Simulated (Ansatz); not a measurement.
## Free carriers and the phonons of TiO2 (Rutile, P4_2/mnm)

Aim: how far do free carriers move the optical modes of TiO2 (Rutile, P4_2/mnm)?

Method: DFT LDA, scalar-relativistic, plane waves, PAW; PAW set soft_1, in Ansatz 0.2.0.

### Step 1. Set-up

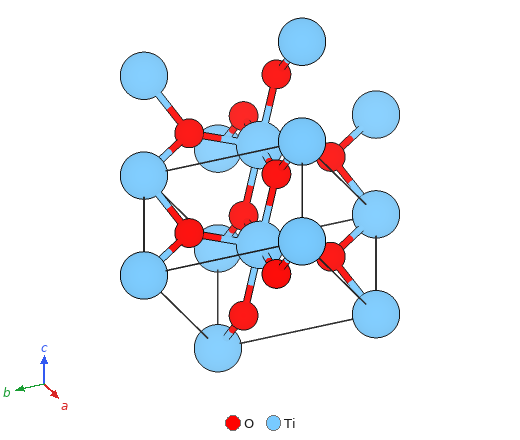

The starting structure, seen from a free direction (oxygen red, titanium blue). 1×1×2 cells are drawn. Some periodic images of atoms are drawn too.

### Step 2. Relaxation

Harmonic phonons are second derivatives at a point where the forces vanish, and they are wanted at zero stress, so atoms and cell are relaxed first.

The input, input.yaml:

```yaml
crystal:
  lattice:
    - [4.5922, 0.0, 0.0]
    - [0.0, 4.5922, 0.0]
    - [0.0, 0.0, 2.9574]
  atoms:
    - { symbol: O, position: [0.30496, 0.30496, 0.0] }
    - { symbol: O, position: [0.19504, 0.80496, 0.5] }
    - { symbol: O, position: [0.69504, 0.69504, 0.0] }
    - { symbol: O, position: [0.80496, 0.19504, 0.5] }
    - { symbol: Ti, position: [0.0, 0.0, 0.0] }
    - { symbol: Ti, position: [0.5, 0.5, 0.5] }
kpoints:
  mp_grid: { grid: [6, 6, 10] }
hamiltonian:
  xc: lda
  pseudopotentials: { kind: paw, azcp: { folder: soft_1 }, xc_functional: pbe }
scf:
  occupations: { method: gaussian, width: 0.02 }
output:
  forces: true
  stress: true
  eigenvalues: true
  write_density: true
  write_potential: true
  elf: true
  volumetric_format: npy
relax:
  adjacent_minimum: "off"
  f_tol: 0.005
  max_steps: 80
  cell: { stress_tol: 0.05 }
```

Run with:

```console
> ansatz run input.yaml --threads 8 --pin off --max-ram 16384MiB --backend cpu --events-out ev --progress --plain --runs-dir out
```

Numbers of over 12 decimals in the logs are rounded to 6 here.

The program printed:

```text
Engine: ansatz 0.2.0, aarch64-unknown-linux-gnu
Pseudopotentials: kind: paw
Pseudopotential: O, paw, valence charge 6, recommended cutoff 420 eV (normal), soft_1/O.paw.azcp
Pseudopotential: Ti, paw, valence charge 12, recommended cutoff 420 eV (normal), soft_1/Ti.paw.azcp
Functional definition: SPW92
  exchange = slater_x
  correlation = pw_c
Crystal: 6 atoms, lattice volume = 62.367 Å³
Basis set: ecut = 420 eV, 1217 PW (Γ)
Bands: 30, of which v1, the nominal top of the filled ones, is band 24 counted from 1 (23 counted from 0)
Symmetry: 16 space group operations
Space group: P42/mnm (ITA 136), of the structure as read, at distance tolerance 4.0e-5 Å
k-points: 60 of 360
Non-local potential: O, projectors of the file, l = 0: 2, l = 1: 2, l = 2: 1
Non-local potential: Ti, projectors of the file, l = 0: 3, l = 1: 2, l = 2: 3, l = 3: 1
PAW form: soft (Blöchl's): semilocal exchange-correlation on the pseudo side does not see the compensation charge
PAW frozen core: O, regenerated for the run's functional, and the local potential with it (the file was generated under x = pbe(κ = 0.804, μ = 0.219515), c = pbe(β = 0.066725))
PAW frozen core: Ti, regenerated for the run's functional, and the local potential with it (the file was generated under x = pbe(κ = 0.804, μ = 0.219515), c = pbe(β = 0.066725))
PAW one-centre angular grid: O, 110 points (default); XC on 64 Gauss nodes
PAW one-centre angular grid: Ti, 590 points (default); XC on 64 Gauss nodes
Initial density: superposition of atomic densities (chi_scale 0.1, normalization cell, long waves kept (reshape's long-wave potential 0.00 eV rms))
Initial wavefunctions: pseudopotential atomic-orbital guess
Functional: x = slater, c = lda
SCF iter   1: F=—  HF=-7130.627013 eV  |F-HF|=—  |Δ(HF+E_count)|=         —  Δρ=5.37e-2  dr2=1.66e0  ethr=3.10e-3  ⟨swp⟩=5.7  Hψ=6274  notcnv=0
preconditioner: auto → Resta (q_TF=auto, 2.612 Å⁻¹)  ε∞=8.8  [insulator: Δε(μ)=1.909 eV  Ē_g=9.503 eV  σ=0.020 eV  W_gap=1.00  n_scr=18 (ndim 8)  ℏωp=26.6 eV  f_vac=0.000  D(μ)=0.00/eV (n_scr^D=0)  ε∞_Penn≈8.8]
SCF iter   2: F=—  HF=-7130.474653 eV  |F-HF|=—  |Δ(HF+E_count)|=   1.52e-1  Δρ=3.09e-2  dr2=5.43e-1  ethr=3.10e-3  ⟨swp⟩=2.0  Hψ=2509  notcnv=0  defer=88
SCF iter   3: F=—  HF=-7130.371379 eV  |F-HF|=—  |Δ(HF+E_count)|=   1.03e-1  Δρ=5.38e-3  dr2=2.50e-2  ethr=1.13e-3  ⟨swp⟩=2.1  Hψ=2772  notcnv=0  defer=94
SCF iter   4: F=—  HF=-7130.366651 eV  |F-HF|=—  |Δ(HF+E_count)|=   4.73e-3  Δρ=1.83e-3  dr2=2.56e-3  ethr=5.20e-5  ⟨swp⟩=2.0  Hψ=2731  notcnv=0  defer=94
SCF iter   5: F=—  HF=-7130.366644 eV  |F-HF|=—  |Δ(HF+E_count)|=   7.57e-6  Δρ=4.04e-4  dr2=8.34e-5  ethr=5.33e-6  ⟨swp⟩=2.0  Hψ=2224  notcnv=0  defer=94
SCF iter   6: F=—  HF=-7130.366651 eV  |F-HF|=—  |Δ(HF+E_count)|=   7.49e-6  Δρ=9.64e-5  dr2=5.91e-6  ethr=1.74e-7  ⟨swp⟩=2.0  Hψ=2715  notcnv=0  defer=94
SCF iter   7: F=—  HF=-7130.366652 eV  |F-HF|=—  |Δ(HF+E_count)|=   5.09e-7  Δρ=2.35e-5  dr2=3.55e-7  ethr=1.23e-8  ⟨swp⟩=2.1  Hψ=2342  notcnv=0  defer=94
SCF iter   8: F=-7130.366652 eV  HF=-7130.366652 eV  |F-HF|=5.06e-10  |Δ(HF+E_count)|=   2.86e-8  Δρ=3.48e-6  dr2=5.59e-9  ethr=2.08e-10  ⟨swp⟩=11.3  Hψ=10918  notcnv=0
SCF 1 converged in 8 iterations: F = -7130.366652 eV  dr2 = 5.59e-9
  greatest PAW one-centre occupation: 0.998 electrons in one spin orbital (limit 2), on the Ti atom at site 5 (counted from 0), in its partial waves of l = 0
relax step   1: F+E_penalty+E_count = -7130.36665172 eV  Δ(F+E_penalty+E_count) = +0.000e0 eV  max|allowed force component| = 1.992e-2 eV/Å  Δτ_max = 0.0000 Å  P = -7.854 GPa  Ω = 62.367 Å³  (8 SCF iters, dr2 threshold 1.00e-7 eV, accepted)
Crystal: 6 atoms, lattice volume = 60.940 Å³
Basis set: ecut = 420 eV, 1177 PW (Γ)
Initial density: handed on by an earlier stage of this run
Initial wavefunctions: those handed on with the density
iter 1 solved again at ethr=1.97e-5 eV; its pass at ethr=3.10e-3 eV (dr2=9.44e-3 eV) is discarded
SCF iter   1: F=—  HF=-7130.421645 eV  |F-HF|=—  |Δ(HF+E_count)|=         —  Δρ=4.60e-3  dr2=9.99e-3  ethr=1.97e-5  ⟨swp⟩=1.0  Hψ=10012  notcnv=0
preconditioner: auto → Resta (q_TF=auto, 2.622 Å⁻¹)  ε∞=9.0  [insulator: Δε(μ)=1.868 eV  Ē_g=9.506 eV  σ=0.020 eV  W_gap=1.00  n_scr=18 (ndim 8)  ℏωp=26.9 eV  f_vac=0.004  D(μ)=0.00/eV (n_scr^D=0)  ε∞_Penn≈9.0]
SCF iter   2: F=—  HF=-7130.419423 eV  |F-HF|=—  |Δ(HF+E_count)|=   2.22e-3  Δρ=1.39e-3  dr2=1.25e-3  ethr=1.97e-5  ⟨swp⟩=2.0  Hψ=2932  notcnv=0
SCF iter   3: F=—  HF=-7130.419124 eV  |F-HF|=—  |Δ(HF+E_count)|=   2.99e-4  Δρ=4.75e-4  dr2=1.81e-4  ethr=2.59e-6  ⟨swp⟩=2.0  Hψ=2674  notcnv=0
SCF iter   4: F=—  HF=-7130.419081 eV  |F-HF|=—  |Δ(HF+E_count)|=   4.29e-5  Δρ=8.58e-5  dr2=4.59e-6  ethr=3.77e-7  ⟨swp⟩=2.7  Hψ=2790  notcnv=0
iter 5 did not close the SCF: its close was put off for the readings that it lacked (scf_convergence_deferred on its scf_iter line)
SCF iter   5: F=-7130.419082 eV  HF=-7130.419082 eV  |F-HF|=1.97e-8  |Δ(HF+E_count)|=   7.35e-7  Δρ=1.59e-5  dr2=1.76e-7  ethr=9.56e-9  ⟨swp⟩=2.3  Hψ=2747  notcnv=0
SCF iter   6: F=-7130.419082 eV  HF=-7130.419082 eV  |F-HF|=1.97e-9  |Δ(HF+E_count)|=   3.23e-8  Δρ=4.13e-6  dr2=7.95e-9  ethr=3.68e-10  ⟨swp⟩=5.0  Hψ=10182  notcnv=0
SCF 2 converged in 6 iterations: F = -7130.419082 eV  dr2 = 7.95e-9
relax step   2: F+E_penalty+E_count = -7130.41908224 eV  Δ(F+E_penalty+E_count) = -5.243e-2 eV  max|allowed force component| = 2.168e-2 eV/Å  Δτ_max = 0.0060 Å  P = -2.148 GPa  Ω = 60.940 Å³  energy of the carried Pulay correction = +5.551e-3 eV  (6 SCF iters, dr2 threshold 6.00e-7 eV, accepted)
Crystal: 6 atoms, lattice volume = 60.390 Å³
Basis set: ecut = 420 eV, 1161 PW (Γ)
iter 1 solved again at ethr=4.71e-6 eV; its pass at ethr=3.10e-3 eV (dr2=2.26e-3 eV) is discarded
SCF iter   1: F=—  HF=-7130.425246 eV  |F-HF|=—  |Δ(HF+E_count)|=         —  Δρ=2.05e-3  dr2=2.04e-3  ethr=4.71e-6  ⟨swp⟩=2.4  Hψ=9634  notcnv=0
preconditioner: auto → Resta (q_TF=auto, 2.626 Å⁻¹)  ε∞=9.0  [insulator: Δε(μ)=1.882 eV  Ē_g=9.556 eV  σ=0.020 eV  W_gap=1.00  n_scr=18 (ndim 8)  ℏωp=27.0 eV  f_vac=0.004  D(μ)=0.00/eV (n_scr^D=0)  ε∞_Penn≈9.0]
SCF iter   2: F=—  HF=-7130.424818 eV  |F-HF|=—  |Δ(HF+E_count)|=   4.27e-4  Δρ=5.91e-4  dr2=2.20e-4  ethr=4.25e-6  ⟨swp⟩=2.1  Hψ=2426  notcnv=0
SCF iter   3: F=—  HF=-7130.424765 eV  |F-HF|=—  |Δ(HF+E_count)|=   5.33e-5  Δρ=1.95e-4  dr2=2.73e-5  ethr=4.57e-7  ⟨swp⟩=2.0  Hψ=2480  notcnv=0
SCF iter   4: F=—  HF=-7130.424759 eV  |F-HF|=—  |Δ(HF+E_count)|=   6.23e-6  Δρ=3.49e-5  dr2=6.61e-7  ethr=5.69e-8  ⟨swp⟩=2.5  Hψ=2700  notcnv=0
iter 5 did not close the SCF: its close was put off for the readings that it lacked (scf_convergence_deferred on its scf_iter line)
SCF iter   5: F=-7130.424759 eV  HF=-7130.424759 eV  |F-HF|=1.34e-8  |Δ(HF+E_count)|=   8.99e-8  Δρ=8.16e-6  dr2=5.14e-8  ethr=1.38e-9  ⟨swp⟩=2.7  Hψ=3129  notcnv=0
SCF iter   6: F=-7130.424759 eV  HF=-7130.424759 eV  |F-HF|=1.03e-10  |Δ(HF+E_count)|=   4.66e-9  Δρ=1.88e-6  dr2=2.51e-9  ethr=1.07e-10  ⟨swp⟩=5.4  Hψ=9819  notcnv=0
SCF 3 converged in 6 iterations: F = -7130.424759 eV  dr2 = 2.51e-9
relax step   3: F+E_penalty+E_count = -7130.42475898 eV  Δ(F+E_penalty+E_count) = -5.677e-3 eV  max|allowed force component| = 1.684e-2 eV/Å  Δτ_max = 0.0005 Å  P = +0.163 GPa  Ω = 60.390 Å³  energy of the carried Pulay correction = +7.722e-3 eV  (6 SCF iters, dr2 threshold 6.00e-7 eV, accepted)
[...]
relax step   4: F+E_penalty+E_count = -7130.42469201 eV  Δ(F+E_penalty+E_count) = +6.698e-5 eV  max|allowed force component| = 5.557e-3 eV/Å  Δτ_max = 0.0006 Å  P = +0.013 GPa  Ω = 60.420 Å³  energy of the carried Pulay correction = +7.605e-3 eV  (6 SCF iters, dr2 threshold 1.02e-7 eV, accepted)
[...]
relax step   5: F+E_penalty+E_count = -7130.42472102 eV  Δ(F+E_penalty+E_count) = -2.901e-5 eV  max|allowed force component| = 3.535e-5 eV/Å  Δτ_max = 0.0004 Å  P = -0.001 GPa  Ω = 60.415 Å³  energy of the carried Pulay correction = +7.624e-3 eV  (6 SCF iters, accepted)
[...]
relax step   6: F+E_penalty+E_count = -7130.41833102 eV  Δ(F+E_penalty+E_count) = +6.390e-3 eV  max|allowed force component| = 2.476e-4 eV/Å  Δτ_max = 0.0000 Å  P = -0.189 GPa  Ω = 60.415 Å³  stress off target by 2.20e-1 GPa  SCF on the basis re-selected at this cell (its energy is not comparable with the rows above)  (6 SCF iters)
[...]
relax step   7: F+E_penalty+E_count = -7130.41853014 eV  Δ(F+E_penalty+E_count) = -1.991e-4 eV  max|allowed force component| = 2.169e-6 eV/Å  Δτ_max = 0.0002 Å  P = -0.002 GPa  Ω = 60.371 Å³  energy of the carried Pulay correction = +1.729e-4 eV  (6 SCF iters, dr2 threshold 1.22e-7 eV, accepted)
iter 1 solved again at ethr=4.17e-8 eV; its pass at ethr=3.10e-3 eV (dr2=2.00e-5 eV) is discarded
SCF iter   1: F=—  HF=-7130.418319 eV  |F-HF|=—  |Δ(HF+E_count)|=         —  Δρ=8.38e-6  dr2=6.77e-9  ethr=4.17e-8  ⟨swp⟩=3.4  Hψ=11493  notcnv=0
preconditioner: auto → Resta (q_TF=auto, 2.626 Å⁻¹)  ε∞=9.0  [insulator: Δε(μ)=1.862 eV  Ē_g=9.547 eV  σ=0.020 eV  W_gap=1.00  n_scr=18 (ndim 8)  ℏωp=27.0 eV  f_vac=0.007  D(μ)=0.00/eV (n_scr^D=0)  ε∞_Penn≈9.0]
SCF iter   2: F=—  HF=-7130.418318 eV  |F-HF|=—  |Δ(HF+E_count)|=   2.21e-7  Δρ=3.88e-6  dr2=1.23e-9  ethr=1.41e-11  ⟨swp⟩=2.5  Hψ=3289  notcnv=0
SCF iter   3: F=—  HF=-7130.418318 eV  |F-HF|=—  |Δ(HF+E_count)|=  3.11e-10  Δρ=1.19e-6  dr2=1.25e-10  ethr=2.57e-12  ⟨swp⟩=1.0  Hψ=1800  notcnv=0
iter 4 did not close the SCF: its close was put off for the readings that it lacked (scf_convergence_deferred on its scf_iter line)
SCF iter   4: F=-7130.418318 eV  HF=-7130.418318 eV  |F-HF|=9.09e-13  |Δ(HF+E_count)|=  3.55e-11  Δρ=3.46e-8  dr2=1.13e-12  ethr=1.00e-12  ⟨swp⟩=1.0  Hψ=1800  notcnv=0
iter 5 did not close the SCF: its close was put off for the readings that it lacked (scf_convergence_deferred on its scf_iter line)
SCF iter   5: F=-7130.418318 eV  HF=-7130.418318 eV  |F-HF|=1.82e-12  |Δ(HF+E_count)|=  9.09e-13  Δρ=1.11e-8  dr2=1.10e-13  ethr=1.00e-12  ⟨swp⟩=1.0  Hψ=1800  notcnv=0
iter 6 did not close the SCF: its close was put off for the readings that it lacked (scf_convergence_deferred on its scf_iter line)
SCF iter   6: F=-7130.418318 eV  HF=-7130.418318 eV  |F-HF|=9.09e-13  |Δ(HF+E_count)|=    0.00e0  Δρ=3.07e-9  dr2=7.22e-15  ethr=1.00e-12  ⟨swp⟩=1.0  Hψ=1800  notcnv=0
iter 7 did not close the SCF: its close was put off for the readings that it lacked (scf_convergence_deferred on its scf_iter line)
SCF iter   7: F=-7130.418318 eV  HF=-7130.418318 eV  |F-HF|=0.00e0  |Δ(HF+E_count)|=    0.00e0  Δρ=5.64e-10  dr2=2.00e-16  ethr=1.00e-12  ⟨swp⟩=1.0  Hψ=1800  notcnv=0
SCF iter   8: F=-7130.418318 eV  HF=-7130.418318 eV  |F-HF|=1.82e-12  |Δ(HF+E_count)|=    0.00e0  Δρ=1.38e-10  dr2=8.49e-18  ethr=1.00e-12  ⟨swp⟩=2.0  Hψ=4086  notcnv=0
SCF 8 converged in 8 iterations: F = -7130.418318 eV  dr2 = 8.49e-18
relax step   8: F+E_penalty+E_count = -7130.41831845 eV  Δ(F+E_penalty+E_count) = +2.117e-4 eV  max|allowed force component| = 1.551e-5 eV/Å  Δτ_max = 0.0000 Å  P = -0.004 GPa  Ω = 60.371 Å³  stress off target by 4.55e-3 GPa  SCF on the basis re-selected at this cell (its energy is not comparable with the rows above)  (8 SCF iters)
basis re-selected at this cell: Δ(F+E_penalty+E_count) = +2.117e-4 eV, ΔP = -0.003 GPa vs the last step (what re-selecting the basis moved, of the pressure what is left beyond the Pulay correction that the steps carried, after the strain that the cell walked since its last selection, with what the two solves' SCF thresholds leave and, on support functions, any second-order correction that the steps lacked; it is no m [...]
SCF converged after 8 iterations
Free energy (F): -7130.418318 eV
Harris-Foulkes:  -7130.418318 eV  (|F-HF|=1.82e-12)
Internal energy: -7130.418318 eV  (E = F + TS)
E sigma→0 (E₀):  -7130.418318 eV
Fermi energy:    10.114724 eV
--- Per-component energies (eV) ---
  E_band       = -382.271991
  E_kinetic    = 1230.204318
  E_local      = -3144.930777  (includes V_loc(G=0)·N_el)
  E_nonlocal   = 340.281619
  E_hartree    = 1183.333560
  E_xc         = -513.811345
  E_vxc        = -654.709354  (∫ρ·V_xc dr)
  E_paw        = -2590.028336  (= ΣΔE_a)
  E_vpaw       = -519.788008  (= ΣTr[D̂ρ^β])
  E_aug_tail   = 0.003091  (compensation charges beyond the density's cutoff)
  E_ewald      = -3636.510035
  E_core_change = 1.039587  (= ΣΔE_core)
  E_smearing   = -0.000000  (= −TS)
  E_closure    = 0.000000  (closes the sum)
  Σ components = -7130.418318   (vs F -7130.418318, Δ=0.00e0)
--- Forces (eV/Å), atoms counted from 1 ---
  atom   1  O      0.00001551     0.00001551     0.00000000
  atom   2  O     -0.00001551     0.00001551     0.00000000
  atom   3  O     -0.00001551    -0.00001551     0.00000000
  atom   4  O      0.00001551    -0.00001551     0.00000000
  atom   5  Ti     0.00000000    -0.00000000     0.00000000
  atom   6  Ti     0.00000000     0.00000000     0.00000000
  max |Σ_I F_I| component: 4.34e-19 eV/Å
--- Stress (GPa, compression-positive) ---
       -0.004548       0.000000       0.000000
        0.000000      -0.004548       0.000000
        0.000000       0.000000      -0.004045
  P = ⅓ Tr σ = -0.0044 GPa (-0.044 kbar)
--- Band table (eV; the first three rows and the last of 60) ---
  k-point 0: bands = [... 20 lower, 8.5053, 8.7254, 8.7254, 9.1838, 11.0456, 11.3268, 11.6316, 11.7470, ... 2 higher]
  k-point 1: bands = [... 20 lower, 8.0508, 8.5102, 8.5102, 9.1333, 11.3300, 11.4450, 11.5571, 11.8858, ... 2 higher]
  k-point 2: bands = [... 20 lower, 7.1786, 7.9689, 7.9689, 8.9031, 11.4446, 11.6726, 11.8531, 12.2213, ... 2 higher]
  k-point 59: bands = [... 20 lower, 7.8082, 7.8082, 8.5105, 8.5105, 11.8373, 11.8373, 12.4617, 12.4617, ... 2 higher]
--- Relaxed structure (6 steps of the walk, 6 accepted, 2 SCFs on fresh bases) ---
  F+E_penalty+E_count = -7130.41831845 eV   max|allowed force component| = 1.551e-5 eV/Å   (the final SCF, on the basis selected at the relaxed cell)
  cell:  # Å, volume = 60.3710 Å³
    - [4.548969, 0, 0.0]
    - [0, 4.548969, 0.0]
    - [0.0, 0.0, 2.917444]
  atoms:
    - { symbol: O, position: [0.303944, 0.303944, 0.0] }
    - { symbol: O, position: [0.196056, 0.803944, 0.5] }
    - { symbol: O, position: [0.696056, 0.696056, 0.0] }
    - { symbol: O, position: [0.803944, 0.196056, 0.5] }
    - { symbol: Ti, position: [0, 0, 0.0] }
    - { symbol: Ti, position: [0.5, 0.5, 0.5] }
```

The job ended after 6.3 s (8 threads of Arm Neoverse V2, shared host; peak memory 0.48 GiB; 45 s of CPU time).

Step by step:

```csv
step,energy less that of the first step (eV),largest force component (eV/Å),pressure (GPa),volume (Å³)
1,0.0000,0.0199,-7.85,62.37
2,-0.0524,0.0217,-2.15,60.94
3,-0.0581,0.0168,0.16,60.39
4,-0.0580,0.0056,0.01,60.42
5,-0.0581,0.0000,0.00,60.42
6*,-0.0517,0.0002,-0.19,60.42
7,-0.0519,0.0000,0.00,60.37
8*,-0.0517,0.0000,0.00,60.37
```

Relaxation steps marked * repeat the geometry before them on a plane-wave basis chosen anew for their cell, so energy and pressure can jump there.

Forces are held to the 16 operations that the run works with; a distortion that breaks them can't arise in this run.

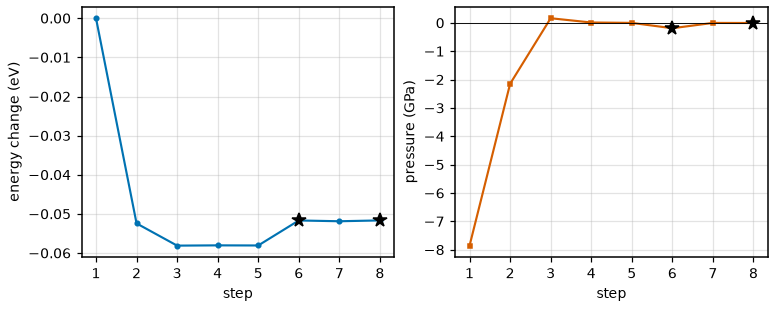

Energy and pressure along the relaxation. Stars mark steps on a basis chosen anew.

```csv
"conventional cell, symmetrised",before,after,change
a (Å),4.592,4.549,-0.9 %
b (Å),4.592,4.549,-0.9 %
c (Å),2.957,2.917,-1.4 %
volume (Å³/atom),10.39,10.06,-3.2 %
```

The relaxed structure:

```xyz
6
Lattice="4.5490 0.0000 0.0000 0.0000 4.5490 0.0000 0.0000 0.0000 2.9174" Properties=species:S:1:pos:R:3 pbc="T T T"
O     1.3826    1.3826    0.0000
O     0.8919    3.6571    1.4587
O     3.1663    3.1663    0.0000
O     3.6571    0.8919    1.4587
Ti    0.0000    0.0000    0.0000
Ti    2.2745    2.2745    1.4587
```

Numbers from this step:

```yaml
pressure: -0.004380 GPa
gap_on_the_k_mesh: 1.862 eV
volume_per_atom: 10.06 Å³
```

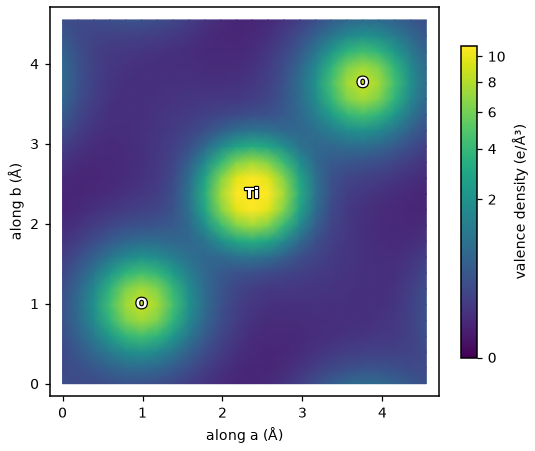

Valence density in the ab plane at fractional z = 0.000, with atoms of O and Ti within 0.2 Å of it. It is the smooth field of the valence electrons, not physical close to the nuclei. The map starts off the cell's origin, so that atoms lie inside it. The colour scale is stretched toward low values.

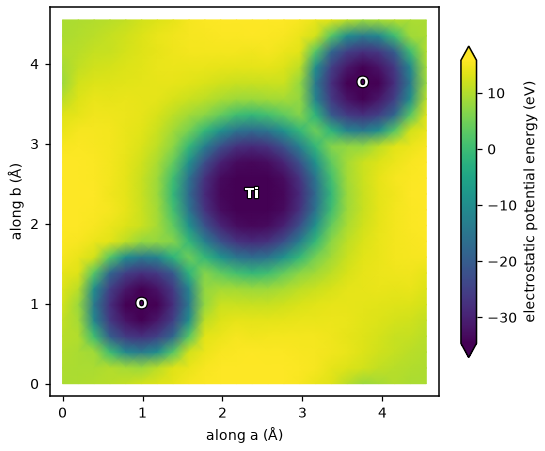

Electrostatic potential energy in the ab plane at fractional z = 0.000, with atoms of O and Ti within 0.2 Å of it. With pseudopotentials it is smooth inside the atoms' cores, unlike the true potential. The map starts off the cell's origin, so that atoms lie inside it.

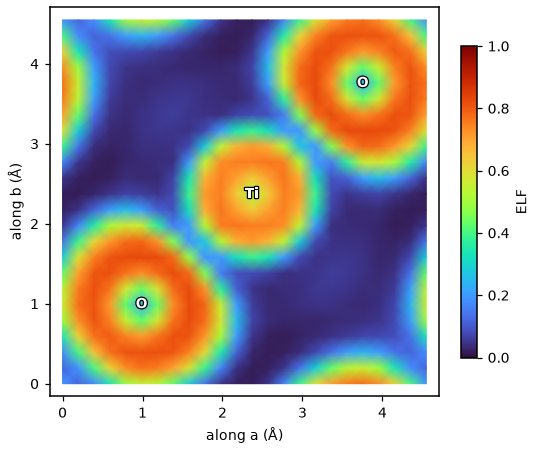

ELF in the ab plane at fractional z = 0.000, with atoms of O and Ti within 0.2 Å of it. It is the smooth field of the valence electrons, not physical close to the nuclei. The map starts off the cell's origin, so that atoms lie inside it.

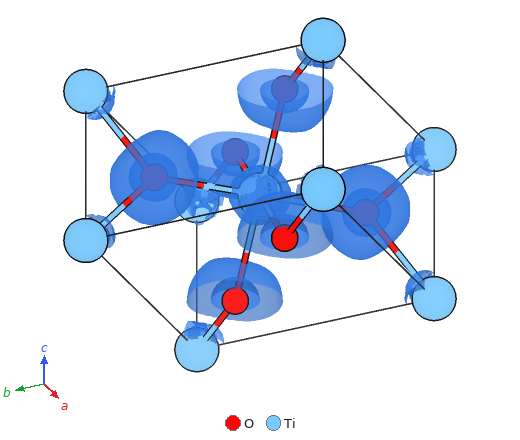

Surface of ELF = 0.75.

In this step the volume went from 10.39 to 10.06 Å³/atom.

[end of part 1 of 3]

[Logs are printed without paths, hosts, clocks, repeated set-up lines and the standing remarks that a program may print on its own settings, such as how far it seeks lower states.]

[Hosts, paths, dates, database ids (printed as entryN), source tags and the programs' standing remarks are cut or masked in the printed files.]
